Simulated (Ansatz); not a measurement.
# SiHCl2 (SMILES Cl[SiH]Cl) at 6 levels

Aim: a comparison of 6 runs (U-r2SCAN0/STO-3G, U-wB97X/STO-3G, UBHLYP/STO-3G, USVWN5/STO-3G, UMP2/STO-3G, UCCSDT/STO-3G) of SiHCl2. 

The results are computed with Ansatz 0.2.0.

68 further runs of the same task are left out: 9 that didn't finish, 59 set aside as unsound or not needed.

**1. The system as given**

The species is SiHCl2 (4 atoms), meant as a doublet with charge 0. As SMILES, `Cl[SiH]Cl`. The Cl3–Si2 distance was set to 5.117 Å, away from the relaxed value. At this shape a bond of the SMILES string is far longer than usual.

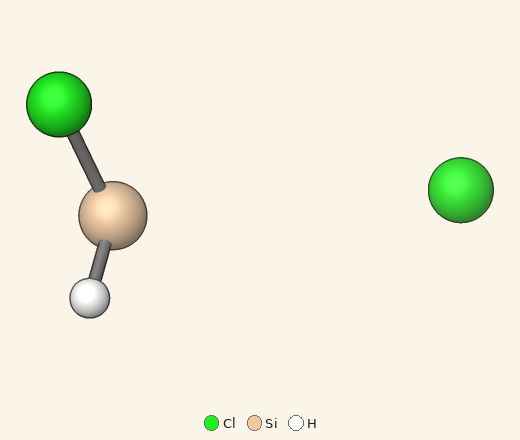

The structure, seen from a chosen angle (chlorine green, silicon light orange, hydrogen white).

**2. A single-point energy at U-r2SCAN0/STO-3G (run 1)**

run.yaml

```yaml
crystal:
  periodic: [false, false, false]
  atoms:
    - symbol: Cl
      position_ang: [-1.741550, -0.021550, 3.951950]
    - symbol: Si
      position_ang: [0.092650, -0.613550, 3.262550]
    - symbol: Cl
      position_ang: [0.250900, -0.281300, -1.841700]
    - symbol: H
      position_ang: [1.113250, 0.318350, 3.814950]
basis:
  gaussian: {orbitals: STO-3G}
magnetization: {spin_polarized: true, initial_magnetization: 1}
hamiltonian: {xc: {name: r2SCAN0}}
accuracy: high
```

Command:

```
$ ansatz run run.yaml --threads 1 --pin off --max-ram 2610MiB --events-out events.jsonl --progress --plain --runs-dir runs
```

What it wrote:

```text
Warning: RAYON_NUM_THREADS=1 ignored (pool sized by the plan → 1); use --threads N
Functional definition: r2SCAN0
  name "r2SCAN0"
  parameter a = 0.25
  parameter k0 = 0.174
  parameter k1 = 0.065
  parameter a1 = 4.9479
  exchange = (1 - a)*r2scan_x(k0 = k0, k1 = k1, a1 = a1) + a*exact_x
  correlation = r2scan_c
454 factors; integrals over basis functions are off by at most 1.7e-8 eV
mean field evaluation 1: about -32565.0856 eV, gradient 1.5e1 eV
mean field evaluation 2: about -32290.4303 eV, gradient 2.1e1 eV
mean field evaluation 4: about -32566.5942 eV, gradient 9.5e0 eV
mean field evaluation 8: about -32566.5977 eV, gradient 9.5e0 eV
mean field evaluation 16: about -32572.2537 eV, gradient 2.4e-2 eV
mean field evaluation 32: about -32572.2613 eV, gradient 5.6e-8 eV
mean field evaluation 64: about -32572.2436 eV, gradient 3.4e-1 eV
mean field -32572.26129782 eV, -1197.0085244232 hartree, gradient 5.6e-8 eV, S^2 0.750237; 6 other end points of the search recorded, 0 dependent functions left out
reference -32572.26129844 eV, -1197.0085244459 hartree; 25, 24 occupied and 3, 4 virtual orbitals, 454 factors
Total energy: -32572.26129844 eV, -1197.0085244459 hartree
```

Wall time 49 s (1 thread of Arm Neoverse V2, shared host); peak memory 0.27 GiB.

**3. A single-point energy at U-wB97X/STO-3G (run 2)**

in.yaml

```yaml
crystal:
  periodic: [false, false, false]
  atoms:
    - {symbol: Cl, position_ang: [-1.741550, -0.021550, 3.951950]}
    - {symbol: Si, position_ang: [0.092650, -0.613550, 3.262550]}
    - {symbol: Cl, position_ang: [0.250900, -0.281300, -1.841700]}
    - {symbol: H, position_ang: [1.113250, 0.318350, 3.814950]}
basis:
  gaussian: {orbitals: STO-3G}
magnetization: {spin_polarized: true, initial_magnetization: 1}
hamiltonian: {xc: {name: wB97X}}
accuracy: high
```

Command:

```
$ ansatz run in.yaml --threads 1 --pin off --max-ram 2610MiB --events-out events.jsonl --progress --plain --runs-dir runs
```

What it wrote, cut to the lines that bear on the results:

```text
Warning: RAYON_NUM_THREADS=1 ignored (pool sized by the plan → 1); use --threads N
Functional definition: wB97X
  name "wB97X"
[...]
      + exact_x_lr(omega)
[...]
      + integral(e_c_pw_opposite_spin*poly(b97_u_opposite, 1, cos1, cos2, cos3, cos4))
454 factors; integrals over basis functions are off by at most 1.7e-8 eV
171 factors; integrals over basis functions are off by at most 9.2e-10 eV
[...]
mean field -32572.57792762 eV, -1197.0201603539 hartree, gradient 2.2e-8 eV, S^2 0.750000; 6 other end points of the search recorded, 0 dependent functions left out
reference -32572.57792583 eV, -1197.0201602880 hartree; 25, 24 occupied and 3, 4 virtual orbitals, 454 factors
Total energy: -32572.57792583 eV, -1197.0201602880 hartree
```

Run time: 58 s. Hardware: 1 thread of Arm Neoverse V2, shared host; peak memory 0.45 GiB.

Runs 3 to 5 aren't shown in full; the table further down has their settings and results.

**4. A single-point energy at UCCSDT/STO-3G (run 6)**

job.yaml

```yaml
crystal:
  periodic: [false, false, false]
  atoms:
    - {symbol: Cl, position_ang: [-1.741550, -0.021550, 3.951950]}
    - {symbol: Si, position_ang: [0.092650, -0.613550, 3.262550]}
    - {symbol: Cl, position_ang: [0.250900, -0.281300, -1.841700]}
    - {symbol: H, position_ang: [1.113250, 0.318350, 3.814950]}
basis:
  gaussian:
    orbitals: STO-3G
magnetization:
  spin_polarized: true
  initial_magnetization: 1
correlation:
  method: ccsdt
  frozen_orbitals: {Cl: 5, H: 0, Si: 5}
accuracy: high
scf:
  omitted_lower_state_checks: [cluster_reference, increment]
```

Command:

```
$ ansatz run job.yaml --threads 1 --pin off --max-ram 2610MiB --events-out events.jsonl --progress --plain --runs-dir runs
```

What it wrote:

```text
Warning: RAYON_NUM_THREADS=1 ignored (pool sized by the plan → 1); use --threads N
[... 18 lines left out ...]
15 core orbitals not correlated: weight in the atoms' cores, before any rotation towards them, 1.000 or more for the frozen orbitals, at most 0.000 for the correlated occupied ones
[... 267 lines left out ...]
Total energy: -32526.88366757 eV, -1195.3409272697 hartree
Checks for a lower state left out: cluster_reference, increment
```

It took 5.4 s on 1 thread of Arm Neoverse V2, shared host; peak memory 0.11 GiB.

**5. The series**

```
run             level  frozen core orbitals   energy (Eh)   ⟨S²⟩  wall time
  1  U-r2SCAN0/STO-3G                     –  -1197.008524  0.750       49 s
  2    U-wB97X/STO-3G                     –  -1197.020160  0.750       58 s
  3     UBHLYP/STO-3G                     –  -1197.064797  0.750      8.7 s
  4     USVWN5/STO-3G                     –  -1192.754427  0.750      8.4 s
  5       UMP2/STO-3G                    15  -1195.320987  0.925      2.2 s
  6     UCCSDT/STO-3G                    15  -1195.340927  0.925      5.4 s
```

**6. Summary of results**

```
                                           quantity           value
                                run 6: total energy  -1195.34093 Eh
run 6: correlation energy (15 core orbitals frozen)       -50.7 mEh
           run 6: ⟨S²⟩ of the reference determinant           0.925
                               run 6: T1 diagnostic           0.045
```

Totals of different functionals can't be ranked against each other. In runs 1, 2, 3, 4, 5, 6 the basis is minimal, so the values are rough. Spin contamination of the reference: run 5 ⟨S²⟩ = 0.92, run 6 ⟨S²⟩ = 0.92. All runs together took 2.2 min, the longest 58 s.
